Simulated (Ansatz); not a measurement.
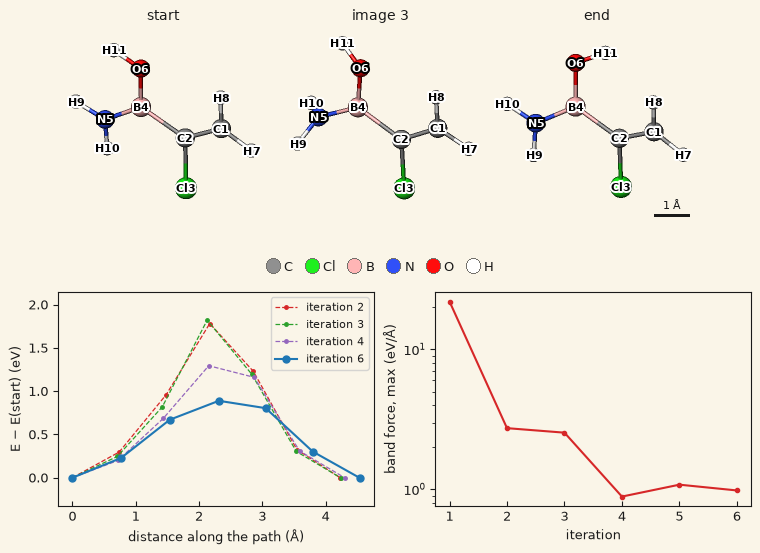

A search for the minimum-energy path of C2H5BClNO by the nudged elastic band. Images are numbered from 0 (start) to 6 (end). The plot follows the band through its iterations. A ball-and-stick model, seen at a tilt.

These are results of RKS B3LYP/def2-SVP in Ansatz 0.2.0, not measurements. Set-up: 5 movable images; climbing image; force threshold 0.05 eV/Å; iteration limit 6; starting path through a guess of the saddle point.

Question: How did the profile develop, and is the result final?

Answer: The result isn't final. The band hadn't converged when the run stopped after 6 iterations. The largest component of the band force went from 22 to 0.98 eV/Å. The barrier read from it is provisional: over the last two iterations the highest image moved from 1.29 eV to 0.89 eV. The iteration limit was low. The first iteration put the highest image at 5.50 eV. The two ends have nearly the same energy, and the highest point, image 3, lies 0.89 eV above the start.

Cost: 77 s on 2 threads of Arm Neoverse V2, with other jobs on the host, peak memory 0.27 GiB.
